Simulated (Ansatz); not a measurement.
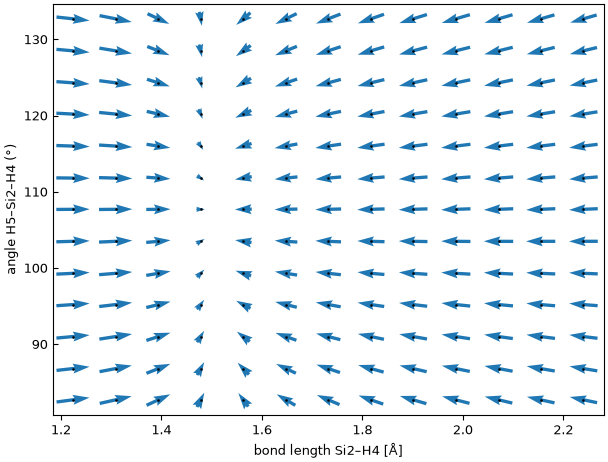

AlH4Si, SMILES [AlH][SiH3], spin multiplicity 2. First axis: bond length Si2–H4. Second axis: angle H5–Si2–H4. Nothing is relaxed (all other coordinates rigid). The grid has 13 × 13 points. Points are written as (first, second). Computed with Ansatz 0.2.0, UKS PBE0-D4/def2-TZVP.

Drawn: dots at the grid points, arrows along the force (downhill), their lengths compressed.

The arrows alone are given. Where is the energy lowest?

The arrows converge at about (1.493 Å, 108°) (read from the interpolated surface).

The energy map of the same scan:

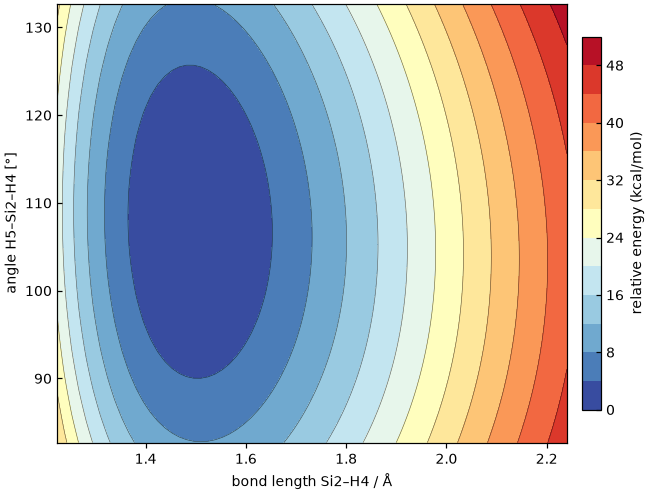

Energies are in kcal/mol, from the relaxed molecule at the same level; between grid points the surface is interpolated.
